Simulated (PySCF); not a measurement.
# UCCSD(T)/STO-6G run of AlF2 (SMILES [F][Al][F])

What is the vertical doublet–quartet gap of AlF2 at UCCSD(T)/STO-6G? 

The results are computed with PySCF 2.14.0.

16 further runs of the same task are left out: 2 that didn't finish, 14 set aside as unsound or not needed.

## (1) The molecule

The species is AlF2 (3 atoms), meant as a doublet with charge 0. As SMILES, `[F][Al][F]`. The shape is that of a PBE0-D4/def2-TZVP optimisation.

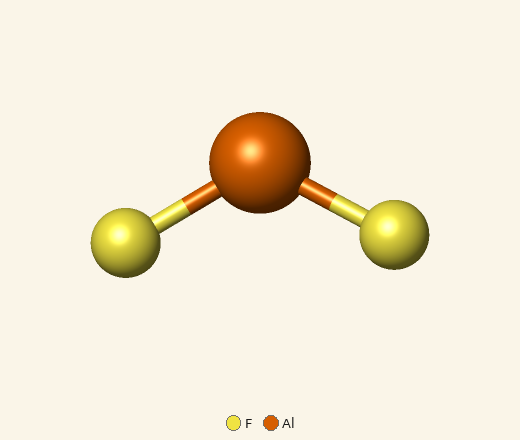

The structure, seen from a chosen angle (fluorine yellow, aluminium orange).

## (2) A single-point energy at UCCSD(T)/STO-6G

run.py

```python
from pyscf import gto, scf, cc

mol = gto.M(
    atom='''
F    0.533000  -1.361200   0.136400
Al   0.388700   0.275400   0.245200
F   -0.932500   1.021000  -0.394800
''',
    verbose=3,
    basis='sto-6g',
    spin=1,
    max_memory=1860,
)

myscf = scf.UHF(mol)
myscf.conv_tol = 1e-10
myscf.kernel()
if not myscf.converged:
    myscf = myscf.newton().run(myscf.mo_coeff, myscf.mo_occ)

mycc = cc.CCSD(myscf, frozen=7)
mycc.kernel()
e_t = mycc.ccsd_t()
e_tot = mycc.e_tot + e_t
print('E(%s) = %.9f' % ('CCSD(T)', e_tot))
```

The run is started by

```bash
$ OMP_NUM_THREADS=1 python run.py
```

Log:

```text
converged SCF energy = -438.918157833592  <S^2> = 0.75781322  2S+1 = 2.007798
E(UCCSD) = -438.9767752065745  E_corr = -0.05861737298283304
UCCSD(T) correction = -0.00638141522673823
E(CCSD(T)) = -438.983156622
```

Run time: 1 s. Hardware: 1 thread of Arm Neoverse V1, shared host; peak memory 0.1 GiB.

## (3) The quartet, same level

calc.py

```python
from pyscf import gto, scf, cc

mol = gto.Mole()
mol.atom = [
    ('F', (0.533000, -1.361200, 0.136400)),
    ('Al', (0.388700, 0.275400, 0.245200)),
    ('F', (-0.932500, 1.021000, -0.394800)),
]
mol.basis = 'sto-6g'
mol.max_memory = 1860
mol.spin = 3
mol.charge = 0
mol.verbose = 3
mol.build()

myscf = scf.UHF(mol)
myscf.conv_tol = 1e-10
myscf.kernel()
if not myscf.converged:
    myscf = myscf.newton().run(myscf.mo_coeff, myscf.mo_occ)

mycc = cc.CCSD(myscf, frozen=7)
mycc.kernel()
e_t = mycc.ccsd_t()
etot = mycc.e_tot + e_t
print('E = %.10f Eh' % etot)
```

The run is started by

```bash
$ OMP_NUM_THREADS=1 python calc.py
```

Log:

```text
WARN: HOMO 0.212732876117654 >= LUMO -0.67838644226161

converged SCF energy = -438.608649803479  <S^2> = 3.803246  2S+1 = 4.026535
E(UCCSD) = -438.6736496006802  E_corr = -0.06499979720129101
UCCSD(T) correction = -0.0034173655665359
E = -438.6770669662 Eh
```

It took 1.1 s on 1 thread of Arm Neoverse V1, shared host; peak memory 0.1 GiB.

## (4) Summary of results

Level: UCCSD(T)/STO-6G, 7 core orbitals frozen.

| quantity | value |
| --- | --- |
| doublet: total energy | -438.98316 Eh |
| doublet: dipole moment (Hartree–Fock density) | 2.20 D |
| doublet: HOMO energy (Hartree–Fock orbitals) (highest over α and β) | -5.12 eV |
| doublet: LUMO energy (Hartree–Fock orbitals) (lowest over α and β) | 7.32 eV |
| doublet: correlation energy (7 core orbitals frozen) | -65.0 mEh |
| doublet: (T) correction | -6.38 mEh |
| doublet: ⟨S²⟩ of the reference determinant | 0.758 |
| doublet: T1 diagnostic | 0.020 |
| quartet: total energy | -438.67707 Eh |
| quartet: dipole moment (Hartree–Fock density) | 0.28 D |
| quartet: HOMO energy (Hartree–Fock orbitals) (highest over α and β) | 0.30 eV |
| quartet: LUMO energy (Hartree–Fock orbitals) (lowest over α and β) | 2.20 eV |
| quartet: correlation energy (7 core orbitals frozen) | -68.4 mEh |
| quartet: (T) correction | -3.42 mEh |
| quartet: ⟨S²⟩ of the reference determinant | 3.803 |
| quartet: T1 diagnostic | 0.055 |
| vertical energy of the quartet above the doublet | 8.329 eV |

What this shows: At this shape the quartet lies 8.33 eV (192 kcal/mol) above the doublet. In a minimal basis such a difference can be off by several eV, whatever the method. The triples (doublet) make up 9.8 % of the correlation energy. The T1 diagnostic (quartet) of 0.055 is above the customary mark for such species, so a single reference may not serve. Mulliken charges (quartet) of the mean-field density run from -0.14 on F1 to +0.28 on Al2; they depend strongly on the basis. The triples (quartet) make up 5.0 % of the correlation energy.
